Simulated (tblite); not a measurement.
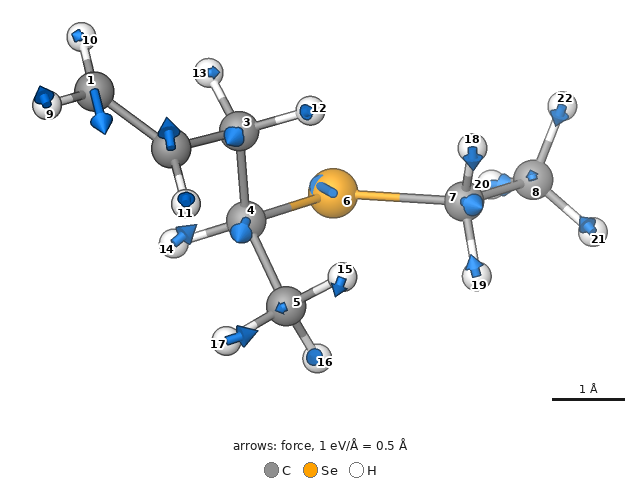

Starting geometry of C₇H₁₄Se with the computed forces as blue arrows. The picture is a ball-and-stick view, seen at a tilt.

The calculation used GFN2-xTB geometry optimisation, gas phase (tblite). 

Is this structure relaxed? If not, where do the atoms go?

Answer. It isn't relaxed: the largest force vector, on the Se atom, is 1.88 eV/Å. The final displacements have little in common with the starting forces (cosine between the two patterns 0.25). Over 102 geometry steps the energy falls by 55.0 kJ/mol. The largest move after the best rigid fit is that of an H atom, 0.89 Å. Largest moves by element: H 0.89 Å, Se 0.20 Å, C 0.19 Å. Near-neighbour distances that change, for instance: C–Se 1.927 → 2.000 Å, C–Se 1.935 → 1.980 Å, C–H 1.117 → 1.088 Å, C–C 1.514 → 1.497 Å. Bond angles that change, for instance: Se–C–H 112.1° → 102.2°, C–Se–C 108.9° → 100.0°, H–C–H 123.8° → 116.3°. Groups turn about C–C by about 45°. Cost: 1.3 s on 1 thread of Intel(R) Xeon(R) Processor @ 2.70GHz (shared host).
